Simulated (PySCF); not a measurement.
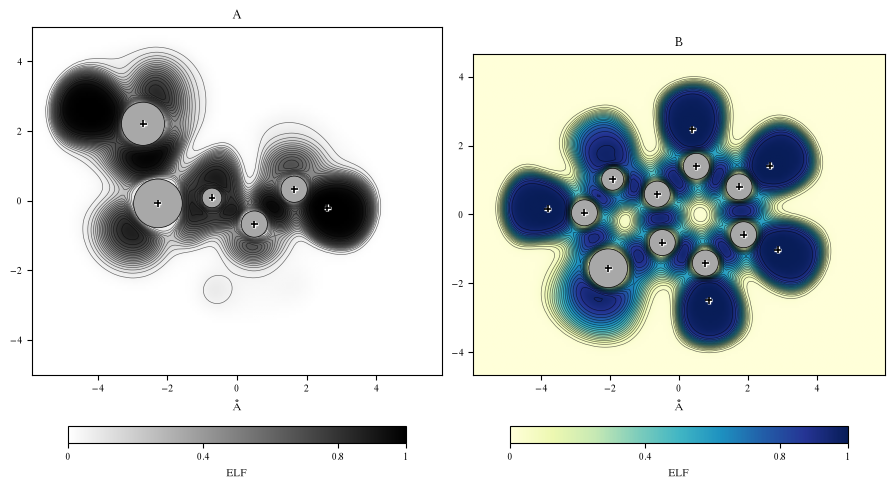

The ELF of 2 systems, each on a plane through atoms (crosses mark nuclei in the plane; grey discs cover the cores).

All numbers below come from PySCF 2.14.0, PBE0/def2-SVPD, SCF density, gas phase.

System 1: C3H12OPSi (SMILES CC(C)O[SiH2][PH3+]) (charge +1), the plane of atoms C2, C3 and H11. Geometry: GFN2-xTB.

```csv
atom,x (Å),y (Å),z (Å)
C,-1.8669,0.6256,0.9984
C,-1.3257,-0.0303,-0.2580
C,-1.5412,-1.5352,-0.2667
O,0.0866,0.1940,-0.3680
Si,1.1652,1.3229,-0.1193
P,2.9765,-0.1310,-0.5152
H,-1.6916,1.6991,0.9768
H,-2.9362,0.4524,1.0700
H,-1.3879,0.2038,1.8788
H,-1.7823,0.4216,-1.1456
H,-2.6043,-1.7527,-0.2552
H,-1.1076,-1.9758,-1.1604
H,-1.0814,-1.9863,0.6088
H,1.2940,2.3299,-1.1654
H,1.3830,1.7624,1.2542
H,3.2795,-1.0694,0.4471
H,4.2204,0.4265,-0.7016
H,2.9112,-0.9513,-1.6196
```

System 2: C7H5NS (benzothiazole), the molecular plane. Geometry: GFN2-xTB.

```yaml
atoms:
  - { symbol: C, position_ang: [-1.7127, 0.8558, -0.1492] }
  - { symbol: C, position_ang: [-1.8992, -0.5080, 0.0727] }
  - { symbol: C, position_ang: [-0.8238, -1.3619, 0.2168] }
  - { symbol: C, position_ang: [0.4500, -0.8249, 0.1348] }
  - { symbol: S, position_ang: [1.9895, -1.6211, 0.2735] }
  - { symbol: C, position_ang: [2.7438, -0.0604, 0.0213] }
  - { symbol: N, position_ang: [1.9649, 0.9310, -0.1455] }
  - { symbol: C, position_ang: [0.6523, 0.5560, -0.0906] }
  - { symbol: C, position_ang: [-0.4480, 1.3968, -0.2327] }
  - { symbol: H, position_ang: [-2.5762, 1.4952, -0.2564] }
  - { symbol: H, position_ang: [-2.9017, -0.9042, 0.1332] }
  - { symbol: H, position_ang: [-0.9648, -2.4175, 0.3888] }
  - { symbol: H, position_ang: [3.8138, 0.0139, 0.0151] }
  - { symbol: H, position_ang: [-0.2885, 2.4489, -0.4040] }
```

### Which map belongs to which system?

Panel A is system 1, C3H12OPSi: the plane holds C, O, Si, P and H. C–O (1.43 Å): the ELF peaks at about 0.90 between the atoms; a shared but strongly polarised pair. Panel B is system 2, C7H5NS: the plane holds C, S, N and H. C–N (1.27 Å): the ELF peaks at about 0.90 between the atoms; localised, covalent bonding.
